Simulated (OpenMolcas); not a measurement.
## GeSiH6O (SMILES [OH][GeH2][SiH3]): methods side by side

The species is GeSiH6O (9 atoms), meant as a singlet with charge 0. As SMILES, `[OH][GeH2][SiH3]`. Geometry: relaxed at PBE0-D4/def2-TZVP. This is one conformer, not always the lowest.

```xyz
9

O    -1.6654    1.0032   -0.8548
Ge    0.0863    0.8996   -0.4955
Si    0.5258   -1.0107    0.8704
H    -1.9734    0.2679   -1.3890
H     0.8737    0.8321   -1.8244
H     0.3881    2.2267    0.2159
H     1.9860   -1.1328    1.1284
H     0.0601   -2.2362    0.1663
H    -0.1928   -0.8961    2.1658
```

Quantity: the dipole moment, in D. The values are calculated.

```json
{"level": "HF/cc-pVDZ", "kind": "Hartree–Fock", "program": "OpenMolcas", "value (D)": "1.70", "CPU time": "7.6 s"}
{"level": "SVWN5/cc-pVDZ", "kind": "LDA", "program": "OpenMolcas", "value (D)": "1.31", "CPU time": "19 s"}
{"level": "BLYP/cc-pVDZ", "kind": "GGA", "program": "OpenMolcas", "value (D)": "1.26", "CPU time": "32 s"}
{"level": "TPSS/cc-pVDZ", "kind": "meta-GGA", "program": "OpenMolcas", "value (D)": "1.28", "CPU time": "44 s"}
{"level": "B3LYP/cc-pVDZ", "kind": "global hybrid", "program": "OpenMolcas", "value (D)": "1.38", "CPU time": "28 s"}
{"level": "BHLYP/cc-pVDZ", "kind": "global hybrid", "program": "OpenMolcas", "value (D)": "1.53", "CPU time": "26 s"}
{"level": "M06-2X/cc-pVDZ", "kind": "hybrid meta-GGA", "program": "OpenMolcas", "value (D)": "1.47", "CPU time": "35 s"}
{"level": "PBE0/cc-pVDZ", "kind": "global hybrid", "program": "OpenMolcas", "value (D)": "1.39", "CPU time": "27 s"}
```

All-electron rows without a relativistic Hamiltonian named are non-relativistic. The values span 1.26 to 1.70 D. Magnitudes only. CPU times are rough (shared hosts, several kinds of processor and program).

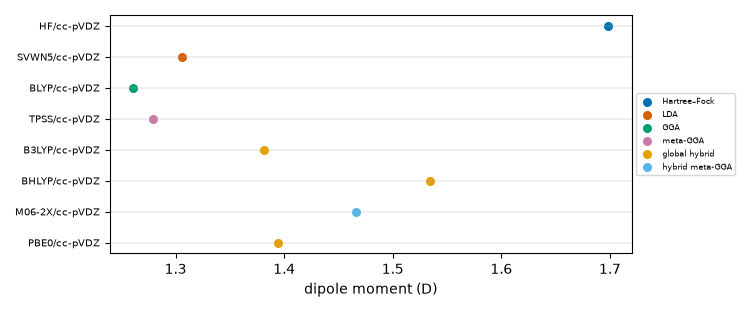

The values of the table, level by level.
